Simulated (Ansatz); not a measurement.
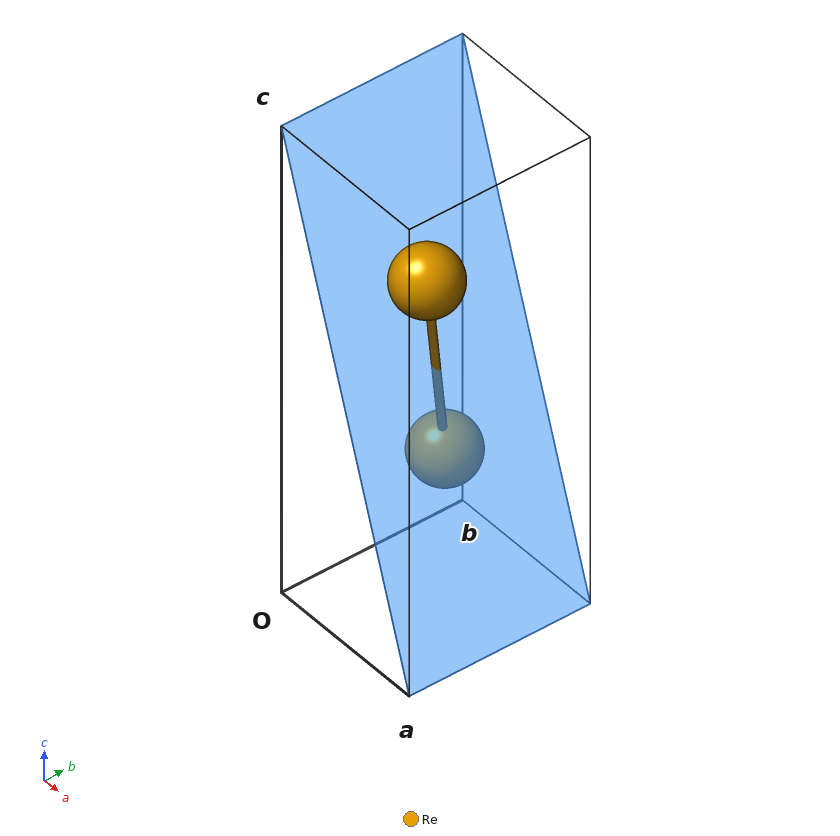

Crystal: Re, the input geometry of an electronic-structure calculation (not necessarily at equilibrium). Every member of one family of equally spaced planes, hx + ky + lz = a whole number, that cuts the unit cell is shaded (one member passes through the origin O, touching the cell only at an edge or corner). Symmetry computed with spglib at a tolerance of 0.002 Å; standard conventional cell.

a = 2.760 Å, b = 2.760 Å, c = 4.457 Å, α = 90.00°, β = 90.00°, γ = 120.00°.

> Index the planes.

(1 0 1), in four indices (1 0 −1 1); the opposite sign names the same planes. The member next to the origin meets the axes a at 1, b never, c at 1.

> What is the spacing?

d = 2.106 Å.

> Which atoms of the cell lie in these planes (within 0.03 Å)?

No atom.
